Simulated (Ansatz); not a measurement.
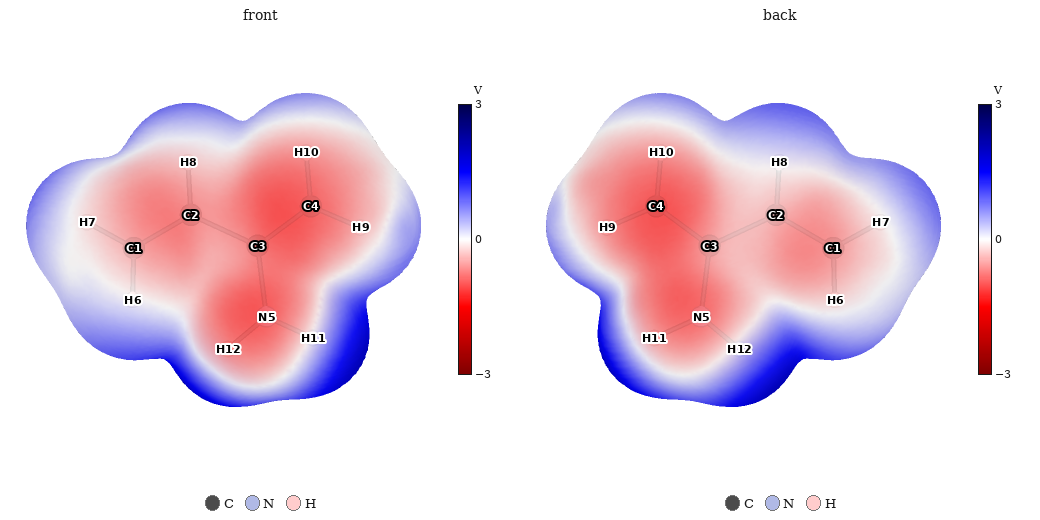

C4H7N (SMILES C=CC(=C)N). The molecular electrostatic potential painted on the density surface at 0.002 e/bohr³, seen from the front and from behind; the colour scale runs from red (negative) to blue (positive).

Not at a stationary point (largest force 1.9 eV/Å).

Theory: Ansatz 0.2.0, SCF cam_b3lyp, Gaussian basis.

```xyz
12

C     0.4723    1.1927    1.4687
C     0.7959    0.6427    0.2990
C    -0.0705   -0.3230   -0.4179
C     0.4543   -1.0681   -1.3933
N    -1.4656   -0.4514   -0.1089
H    -0.4462    0.9547    1.9854
H     1.1583    1.8818    1.9442
H     1.7610    0.8935   -0.1266
H    -0.1576   -1.7725   -1.9426
H     1.5019   -0.9890   -1.6579
H    -2.0513   -1.1811   -0.5740
H    -1.9525    0.2196    0.5237
```

### Where is the surface potential most negative and most positive?

The most negative region (about −1.0 V) lies over C3, C4 and N5, the most positive (about +2.0 V) over H11 and H12.
